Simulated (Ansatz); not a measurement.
# Cs2InAgBr6 (Fm-3m): G0W0 under other settings

Aim: change settings of a G0W0 run on Cs2InAgBr6 (Fm-3m) and see what moves.

Method: G0W0 on r2SCAN, plane waves, PAW, in Ansatz 0.2.0.

In doubt: one-shot GW on d or f shells is unsure, so the values of those runs are not to be relied on.

## 1. Starting point

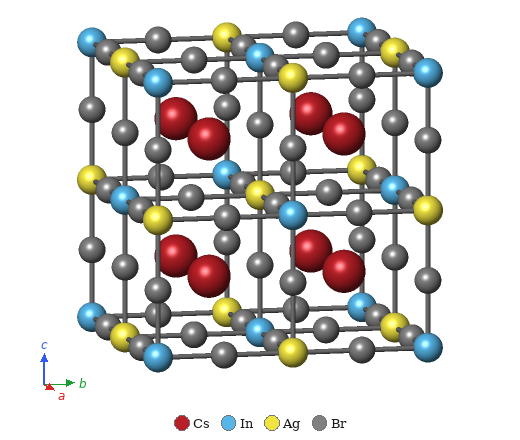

The starting structure, seen slightly off an axis (caesium red, indium blue, silver yellow, bromine grey). This picture shows the conventional cell, with its axes. Some periodic images of atoms are drawn too.

Geometry: measured lattice cell, ions relaxed with r2SCAN; the structure entry is the Materials Project's. The runs that relaxed it are not among those shown. Spin-orbit coupling is left out unless a step names it. The default PAW set here is soft_2. Its files were made with PBE.

## 2. The base run: 2×2×2 mesh, 461 empty bands, screening to 72 eV

Now the one-shot GW correction: screening in the RPA, then the self-energy of the levels asked for.

File input.yaml:

```yaml
crystal:
  lattice:
    - [0.0, 5.5, 5.5]
    - [5.5, 0.0, 5.5]
    - [5.5, 5.5, 0.0]
  atoms:
    - { symbol: Cs, position: [0.75, 0.75, 0.75] }
    - { symbol: Cs, position: [0.25, 0.25, 0.25] }
    - { symbol: In, position: [0.0, 0.0, 0.0] }
    - { symbol: Ag, position: [0.5, 0.5, 0.5] }
    - { symbol: Br, position: [0.755241594, 0.244758406, 0.244758406] }
    - { symbol: Br, position: [0.244758406, 0.244758406, 0.755241594] }
    - { symbol: Br, position: [0.244758406, 0.755241594, 0.755241594] }
    - { symbol: Br, position: [0.244758406, 0.755241594, 0.244758406] }
    - { symbol: Br, position: [0.755241594, 0.244758406, 0.755241594] }
    - { symbol: Br, position: [0.755241594, 0.755241594, 0.244758406] }
kpoints:
  mp_grid: { grid: [2, 2, 2] }
hamiltonian:
  xc: r2scan
scf:
  occupations: { method: fixed }
gw:
  n_empty_bands: 461
  ecut_chi: 72
  qp_bands: [v3, c3]
  qp_kpoints: band_edges
  screening: { model: contour_deformation }
```

Launch:

```bash
$ ansatz run input.yaml --threads 3 --pin off --max-ram 92160MiB --backend cuda --events-out ev --progress --plain --runs-dir out --devices 1 --max-vram 13GiB
```

Numbers of over 12 decimals in the logs are rounded to 6 here.

What it wrote:

```text
GPUs: using 1 of 1 available (devices: 1).
Engine: ansatz 0.2.0, x86_64-unknown-linux-gnu
Pseudopotentials: kind: paw
Pseudopotential: Cs, paw, valence charge 9, recommended cutoff 500 eV (meta_gga), Cs.paw.azcp
Pseudopotential: In, paw, valence charge 13, recommended cutoff 500 eV (meta_gga), In.paw.azcp
Pseudopotential: Ag, paw, valence charge 19, recommended cutoff 500 eV (meta_gga), Ag.paw.azcp
Pseudopotential: Br, paw, valence charge 7, recommended cutoff 500 eV (meta_gga), Br.paw.azcp
Functional definition: r2SCAN
  parameter k0 = 0.174
  parameter k1 = 0.065
  parameter a1 = 4.9479
  exchange = r2scan_x(k0 = k0, k1 = k1, a1 = a1)
  correlation = r2scan_c
device memory: the entry about to start is reckoned to put 4.1 GiB on a device that reports 49.5 GiB free (of which the cap on the GPU budget leaves the run 13.0 GiB)
GPU FFT provider: cuFFT
GPU libraries: cuBLAS 13.8.2, cuFFT 12.4.0, cuSOLVER 12.3.4
Crystal: 10 atoms, lattice volume = 332.750 Å³
Basis set: ecut = 500 eV, 8393 PW (Γ), exchange–correlation on 240×240×240 points (64 copies of the dense FFT grid, shifted against one another)
Bands: 56, of which v1, the nominal top of the filled ones, is band 46 counted from 1 (45 counted from 0)
Symmetry: 48 space group operations
Space group: Fm-3m (ITA 225), of the structure as read, at distance tolerance 6.9e-5 Å
k-points: 3 of 8
Non-local potential: Cs, projectors of the file, l = 0: 3, l = 1: 2, l = 2: 2, l = 3: 2
Non-local potential: In, projectors of the file, l = 0: 2, l = 1: 2, l = 2: 2, l = 3: 2
Non-local potential: Ag, projectors of the file, l = 0: 3, l = 1: 2, l = 2: 2, l = 3: 1
Non-local potential: Br, projectors of the file, l = 0: 2, l = 1: 2, l = 2: 2
PAW form: soft (Blöchl's): semilocal exchange-correlation on the pseudo side does not see the compensation charge
PAW frozen core: Cs, regenerated for the run's functional (the file was generated under x = pbe(κ = 0.804, μ = 0.219515), c = pbe(β = 0.066725))
PAW frozen core: In, regenerated for the run's functional (the file was generated under x = pbe(κ = 0.804, μ = 0.219515), c = pbe(β = 0.066725))
PAW frozen core: Ag, regenerated for the run's functional (the file was generated under x = pbe(κ = 0.804, μ = 0.219515), c = pbe(β = 0.066725))
PAW frozen core: Br, regenerated for the run's functional (the file was generated under x = pbe(κ = 0.804, μ = 0.219515), c = pbe(β = 0.066725))
PAW one-centre angular grid: Cs, 302 points (default); XC on 160 Gauss nodes
PAW one-centre angular grid: In, 590 points (default); XC on 289 of its mesh's 2783 points in the sphere
PAW one-centre angular grid: Ag, 590 points (default); XC on 160 Gauss nodes
PAW one-centre angular grid: Br, 302 points (default); XC on 160 Gauss nodes
[...]
device memory: the entry about to start is reckoned to put 0.9 GiB on a device that reports 52.8 GiB free (of which the cap on the GPU budget leaves the run 13.0 GiB)
NSCF: frozen V_eff on 1 k-points
SCF converged after 7 iterations
Free energy (F): -41358.356655 eV
Harris-Foulkes:  -41358.356655 eV  (|F-HF|=3.51e-9)
Internal energy: -41358.356655 eV  (E = F + TS)
E sigma→0 (E₀):  -41358.356655 eV
Fermi energy:    3.746470 eV
--- Per-component energies (eV) ---
  E_band       = -749.476054
  E_kinetic    = 1864.172565
  E_local      = -7712.899668  (includes V_loc(G=0)·N_el)
  E_nonlocal   = 934.435650
  E_hartree    = 3138.788560
  E_xc         = -2208.600468
  E_vxc        = -1330.339698  (∫ρ·V_xc dr)
  E_paw        = -31922.761375  (= ΣΔE_a)
  E_vpaw       = -855.752154  (= ΣTr[D̂ρ^β])
  E_aug_tail   = 0.000072  (compensation charges beyond the density's cutoff)
  E_vtau       = 73.324814  (kinetic-family band-sum trace: ∫τ·v_τ [+ j·A + Jᵃ·Aᵃ] dr)
  E_ewald      = -5451.098822
  E_core_change = -0.393169  (= ΣΔE_core)
  E_smearing   = -0.000000  (= −TS)
  E_closure    = -0.000000  (closes the sum)
  Σ components = -41358.356655   (vs F -41358.356655, Δ=0.00e0)
--- Band table (eV) ---
  k-point 0: bands = [... 42 lower, 3.1138, 3.1138, 3.7465, 3.7465, 4.4525, 8.8843, 8.9247, 8.9247, ... 6 higher]
  k-point 1: bands = [... 42 lower, 2.8482, 2.8482, 3.2080, 3.2080, 6.2464, 7.6038, 10.1185, 10.2517, ... 6 higher]
  k-point 2: bands = [... 42 lower, 2.7368, 2.7368, 3.0950, 3.7398, 7.0782, 9.6631, 9.9842, 9.9842, ... 6 higher]
--- G₀W₀: contour deformation, 7 samples at zero and on the imaginary axis and 2 off it, 8 q-points, 461 empty bands' worth ---
  eigenvalues of the whole cell's RPA ε∞ on this k-mesh (on a slab, of 1 + 4πα/V) = 4.7482, 4.7482, 4.7482; static W/v taken at q = 0 is 0.210605
  bands read: the sum over 507 bands ends inside a degenerate multiplet in 2 slots, whose members it reads at an even weight; the widest, k=1: bands 507 to 508 (counted from 1) at 1/2 each
  gw.qp_kpoints: band_edges: 3 of 3 stored k-points solved, in 1 pass; an edge of the gap read off the rows below is read off those points alone
    ik  band        ε_KS         Σx   Σc(E_QP)       V_xc       Z   E_QP_lin       E_QP  E_QP is
     0    44      3.1138   -20.0257     2.7648   -16.6048  0.7604     2.4394     2.4579  root
     0    45      3.7465   -26.4938     3.1922   -22.9735  0.7549     3.4150     3.4184  root
     0    46      3.7465   -26.4938     3.1922   -22.9735  0.7549     3.4150     3.4184  root
     0    47      4.4525   -10.1198    -3.3375   -13.9682  0.7891     4.9704     4.9633  root
     0    48      8.8843    -4.4183    -3.4371    -8.0528  0.8162     9.0828     9.0818  root
     0    49      8.9247    -6.3897    -3.6784   -10.4597  0.7963     9.3210     9.3164  root
     1    44      2.8482   -19.8617     2.7060   -16.5323  0.7586     2.2090     2.2248  root
     1    45      3.2080   -24.6490     3.2453   -20.9230  0.7510     2.7191     2.7274  root
[...]
2    46      3.7398   -26.4786     3.1804   -22.9743  0.7552     3.4126     3.4159  root
     2    47      7.0782   -13.7846    -3.1332   -17.6901  0.7606     7.8334     7.8504  root
     2    48      9.6631   -10.0615    -4.4855   -15.2429  0.7376    10.3597    10.3590  root
     2    49      9.9842    -7.3327    -3.9836   -11.7824  0.7868    10.4547    10.4501  root
```

It took 16 s on 1 × NVIDIA H100 80GB HBM3 (shared by 6 runs) with 3 threads of AMD EPYC 7R13 (Zen 3), shared host; peak memory 2.2 GiB; 23 s of CPU time.

The column dr2 measures how far the density is from self-consistency, as an energy; F and HF (Harris–Foulkes) agree once it is small.

Numbers from this step:

```yaml
bands_summed: 507
rpa_eps_infinity_on_this_mesh_eigenvalues: 4.748, 4.748, 4.748
plane_waves_in_the_screening_matrix: 459
q_points_in_the_mesh: 8
g0w0_gap_on_the_mesh: 1.545 eV
k_of_the_valence_top: 0, 0, 0
k_of_the_conduction_bottom: 0, 0, 0
starting_gap_on_the_mesh: 0.7060 eV
z_at_the_valence_top: 0.7549
z_at_the_conduction_bottom: 0.7891
least_direct_g0w0_gap_on_the_computed_points: 1.545 eV
```

The gap on the mesh goes from 0.71 eV to 1.54 eV, a correction of +0.84 eV. Between the two edge states, bare exchange in place of the xc potential would open the gap by 7.37 eV, and correlation takes back 6.53 eV.

## 3. Variant: guard bands

input.yaml: that of step 2 with these lines changed.

```diff
@@ -23,4 +23,4 @@
 gw:
-  n_empty_bands: 461
-  ecut_chi: 72
+  n_empty_bands: 540
+  ecut_chi: 80
   qp_bands: [v3, c3]
@@ -28 +28,2 @@
   screening: { model: contour_deformation }
+  n_guard_bands: 12
```

What it wrote:

```text
GPUs: using 1 of 1 available (devices: 1).
[...]
GPU FFT provider: cuFFT
GPU libraries: cuBLAS 13.8.2, cuFFT 12.4.0, cuSOLVER 12.3.4
Crystal: 10 atoms, lattice volume = 332.750 Å³
Basis set: ecut = 500 eV, 8393 PW (Γ), exchange–correlation on 240×240×240 points (64 copies of the dense FFT grid, shifted against one another)
Bands: 56, of which v1, the nominal top of the filled ones, is band 46 counted from 1 (45 counted from 0)
Symmetry: 48 space group operations
[...]
k-points: 3 of 8
[...]
GPU buffer pool allocated for 216000 grid points (all kernels)
[...]
SCF iter   1: F=—  HF=-41358.327679 eV  |F-HF|=—  |Δ(HF+E_count)|=         —  Δρ=5.67e-3  dr2=1.20e-1  dr2_τ=2.58e-2  ethr=1.77e-3  ⟨swp⟩=5.0  Hψ=586  notcnv=0  defer=20
[...]
SCF iter   7: F=-41358.356655 eV  HF=-41358.356655 eV  |F-HF|=3.51e-9  |Δ(HF+E_count)|=   5.36e-8  Δρ=1.59e-6  dr2=1.93e-8  dr2_τ=6.39e-10  ethr=1.09e-10  ⟨swp⟩=16.7  Hψ=930  notcnv=0
SCF 1 converged in 7 iterations: F = -41358.356655 eV  dr2 = 1.93e-8
[...]
NSCF: frozen V_eff on 3 k-points
[...]
G₀W₀ screening: q 1/3
[... further progress lines ...]
[...]
SCF converged after 7 iterations
Free energy (F): -41358.356655 eV
[...]
Internal energy: -41358.356655 eV  (E = F + TS)
E sigma→0 (E₀):  -41358.356655 eV
Fermi energy:    3.746470 eV
[...]
--- Band table (eV) ---
  k-point 0: bands = [... 42 lower, 3.1138, 3.1138, 3.7465, 3.7465, 4.4525, 8.8843, 8.9247, 8.9247, ... 6 higher]
  k-point 1: bands = [... 42 lower, 2.8482, 2.8482, 3.2080, 3.2080, 6.2464, 7.6038, 10.1185, 10.2517, ... 6 higher]
  k-point 2: bands = [... 42 lower, 2.7368, 2.7368, 3.0950, 3.7398, 7.0782, 9.6631, 9.9842, 9.9842, ... 6 higher]
[...]
`?` marks the rows in doubt; gw_qp.tsv's column doubts and the gw_qp event give each row's grounds
[...]
0    44      3.1138   -20.0257     2.7135   -16.6048  0.7598     2.3845     2.4065  root ?
     0    45      3.7465   -26.4938     3.1401   -22.9735  0.7541     3.3616     3.3663  root
     0    46      3.7465   -26.4938     3.1401   -22.9735  0.7541     3.3616     3.3663  root
     0    47      4.4525   -10.1198    -3.3803   -13.9682  0.7888     4.9264     4.9206  root
     0    48      8.8843    -4.4183    -3.4514    -8.0528  0.8162     9.0683     9.0675  root
     0    49      8.9247    -6.3897    -3.7089   -10.4597  0.7962     9.2897     9.2858  root
     1    44      2.8482   -19.8617     2.6574   -16.5323  0.7580     2.1558     2.1762  root
     1    45      3.2080   -24.6490     3.1955   -20.9230  0.7503     2.6671     2.6775  root
     1    46      3.2080   -24.6490     3.1955   -20.9230  0.7503     2.6671     2.6775  root
[...]
2    44      2.7368   -23.5874     3.3978   -19.4891  0.7470     2.0125     2.0362  root
     2    45      3.0950   -19.9653     2.7032   -16.5500  0.7598     2.3641     2.3828  root ?
     2    46      3.7398   -26.4786     3.1284   -22.9743  0.7543     3.3595     3.3640  root
     2    47      7.0782   -13.7846    -3.1914   -17.6901  0.7603     7.7765     7.7922  root ?
     2    48      9.6631   -10.0615    -4.5367   -15.2429  0.7373    10.3084    10.3077  root
     2    49      9.9842    -7.3327    -4.0236   -11.7824  0.7858    10.4135    10.4102  root
```

It took 23 s on 1 × NVIDIA H100 80GB HBM3 (shared by 6 runs) with 3 threads; peak memory 2.4 GiB; 16 s of CPU time.

The G0W0 gap on the mesh is 1.554 eV.

Against the base:

| setting | base | variant |
| --- | --- | --- |
| empty bands | 461 | 540 |
| screening cutoff (eV) | 72 | 80 |
| n guard bands | - | 12 |

```csv
quantity,variant,base
starting gap on the mesh,0.706,0.706
G0W0 gap on the mesh,1.554,1.545
least direct G0W0 gap on the computed points,1.554,1.545
Z at the valence top,0.754,0.755
Z at the conduction bottom,0.789,0.789
```

## 4. Outcome

* base: 1.54 eV, 16 s
* guard bands: 1.55 eV, 23 s

Guard bands: the gap moves by +0.01 eV. The variant differs from the base in empty bands, screening cutoff and n guard bands together, so the change can't be laid to one of them. All runs here use a coarse mesh and modest cutoffs; they test settings and are not final values. The 2×2×2 mesh is coarse for this cell (its supercell is 16 Å along the shortest edge). The RPA ε∞ on it, from the r2SCAN start, is 4.75; such meshes misread the long-range screening, most where the gap is narrow. A d shell, filled or nearly so, lies near the gap. One-shot GW converges very slowly in bands there, not always from below, and on a semilocal start the gap tends to come out low; starts rich in exact exchange can overshoot instead. The many-body steps are scalar-relativistic: spin-orbit coupling is not in them.

[Paths, hosts, dates, memory and timing lines, banners, echoed tables and standing remarks are left out of the program output.]

[Logs are printed without paths, hosts, clocks, repeated set-up lines and the standing remarks that a program may print on its own settings, such as how far it seeks lower states.]

[Runs of the session that timed out or met a known fault of the program may be left out.]

[Cells called generated may have been cut or substituted from an entry of the Crystallography Open Database or the Materials Project.]

[Hosts, paths, dates, database ids (printed as entryN), source tags and the programs' standing remarks are cut or masked in the printed files.]
